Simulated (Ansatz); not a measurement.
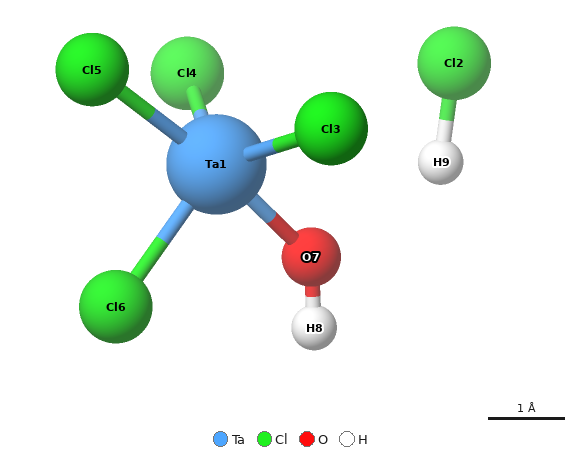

This is the input geometry for a relaxation of TaH₂OCl₅. A ball-and-stick model, seen at a tilt.

The run prepares an end point of a later path (reaction) calculation, from a guessed geometry.

Computed with RHF/def2-SVP (Ansatz 0.2.0).

Input
```yaml
crystal:
  periodic: [false, false, false]
  atoms:
    - { symbol: Ta, position_ang: [-0.417778, -0.282901, 0.197119] }
    - { symbol: Cl, position_ang: [3.247478, -0.069758, 0.468246] }
    - { symbol: Cl, position_ang: [0.213063, 0.640804, 2.212474] }
    - { symbol: Cl, position_ang: [0.55562, 0.046114, -1.863118] }
    - { symbol: Cl, position_ang: [-1.869285, 1.52594, -0.178714] }
    - { symbol: Cl, position_ang: [-2.274982, -1.671322, 0.232553] }
    - { symbol: O, position_ang: [0.619192, -1.918166, 0.53292] }
    - { symbol: H, position_ang: [0.414209, -2.827373, 0.690238] }
    - { symbol: H, position_ang: [2.731484, -1.276337, 0.627181] }
basis:
  gaussian: { orbitals: def2-SVP }
hamiltonian:
  xc: hf
relax:
  f_tol: 0.03
  max_steps: 50
output:
  orbitals: {}
```

Command:
```bash
ansatz run input.yaml --threads 4 --pin off --max-ram 5120MiB --backend cpu --events-out ev --progress --plain --runs-dir out
```

Q: Where does the relaxation end?

A: The atom that moves furthest after the best rigid fit is Cl2 (0.85 Å). By element the largest moves are Cl 0.85 Å, H 0.22 Å, O 0.21 Å, Ta 0.21 Å. Among the contacts that change: Ta1–O7 1.965 → 1.877 Å, Cl2–H9 1.322 → 1.271 Å, Ta1–Cl6 2.319 → 2.333 Å, Ta1–Cl5 2.349 → 2.358 Å. Bond angles that change, for instance: Ta1–O7–H8 135.6° → 150.9°, Cl3–Ta1–Cl4 127.6° → 117.4°, Cl3–Ta1–Cl6 116.5° → 121.3°. Over 10 accepted moves (11 points after the start) the energy falls by 0.262 eV. The largest force component goes from 1.4 to 0.023 eV/Å. The line search rejected the trial step at point 10 of the run. The forces were under the threshold at step 8, but the run went on from there.

History of the run:

| step | E − E(0), eV | largest force component, eV/Å | note |
| --- | --- | --- | --- |
| 0 | 0.0000 | 1.4136 |  |
| 1 | -0.1396 | 0.9440 |  |
| 2 | -0.1799 | 1.0114 |  |
| 3 | -0.2253 | 0.5738 |  |
| 4 | -0.2467 | 0.2012 |  |
| 5 | -0.2560 | 0.6010 |  |
| 6 | -0.2562 | 0.5936 |  |
| 7 | -0.2613 | 0.0493 |  |
| 8 | -0.2621 | 0.0135 |  |
| 9 | -0.2623 | 0.0391 |  |
| 10 | -0.2621 | 0.0790 | rejected |
| 11 | -0.2624 | 0.0234 |  |

Final geometry:

```xyz
9

Ta   -0.6241   -0.2767    0.1853
Cl    3.9458   -0.5348    0.6118
Cl    0.1287    0.7813    2.0876
Cl    0.4588    0.2000   -1.7908
Cl   -2.1981    1.4347   -0.2051
Cl   -2.4186   -1.7656    0.2556
O     0.4729   -1.7666    0.5020
H     0.5840   -2.6936    0.6506
H     2.8696   -1.2117    0.6218
```

After the run, drawn alike:

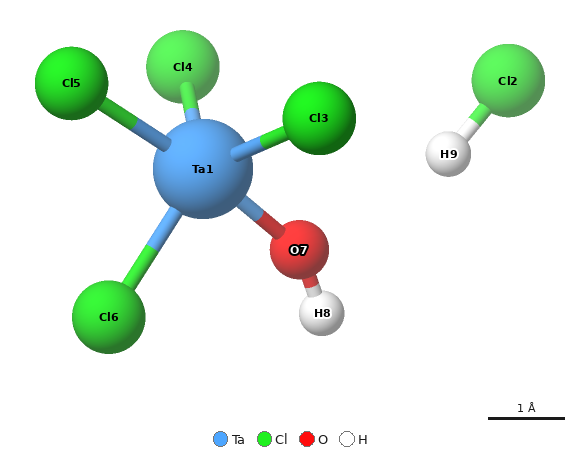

Limits of the set-up: the start holds two separate molecules, 2.2 Å apart at their closest, whose relative position is a soft coordinate and is computed without a dispersion correction; Hartree-Fock leaves out electron correlation.
